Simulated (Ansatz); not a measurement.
**Fields on a plane of Na (hcp, Mg type)**

```xyz
2
Lattice="3.7630 0.0000 0.0000 -1.8815 3.2589 0.0000 0.0000 0.0000 6.1536" Properties=species:S:1:pos:R:3 pbc="T T T"
Na     0.0000     2.1726     1.5384
Na     1.8815     1.0863     4.6152
```

The slice is a (-1 1 0 2) plane (indices of the conventional cell) through the point (0.333, 0.667, 0.250) (fractional), spanned by u = [110] and v = [1 -1 1] in vectors of this cell: u (3.76 Å) and v (8.96 Å, at 90° to u). It covers one period; positions are fractions (u, v).

Atoms on it: Na at (0.00, 0.00). Other atoms lie within 1 Å of the plane.

The numbers are results of r2SCAN (plane waves to 500 eV, PAW, scalar-relativistic; Ansatz, an electronic-structure program), not measurements. k mesh 14×14×8. Inside the PAW spheres the values are not all-electron values, and peaks at nuclei hang on which shells count as valence. Na was relaxed with its symmetry unable to fall. This is one of several known forms of Na; the measured ambient cells at hand have space group No. 229.

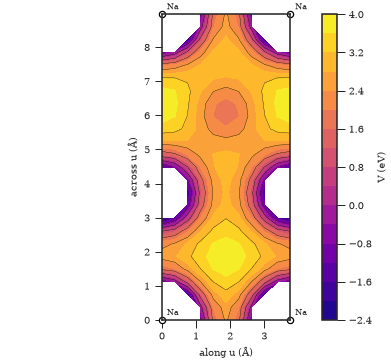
Figure. Electrostatic potential energy of an electron, from the cell's mean, in eV, one period of the plane, atoms marked. Points within 1 Å of a nucleus are left white, as the pseudised field means little there. The zero, the cell's mean, hangs on the PAW cores.

```
|8730000037|
|4310000013|
|0000000000|
|0000000000|
|0000000000|
|0000000000|
|0000000000|
|0000000000|
|0000000000|
|0000000000|
|0000000000|
|1000000000|
|3200000002|
|4310000013|
|3210000012|
|1100000001|
|0000000000|
|0000000000|
|0000000000|
|0000000000|
|0000000000|
|4310000013|
|8730000037|
|9840000048|
```
Scale: ten equal steps from -1.55 (start of '0') to 1.32 (end of '9'), in the order '0123456789'. Values: log₁₀ of the valence density in e/Å³. The map has 10 points along u (one character each, u = 0 at the left) and 24 along v (v = 0 in the bottom row). The scale is logarithmic, as a density can span decades between atoms and voids.
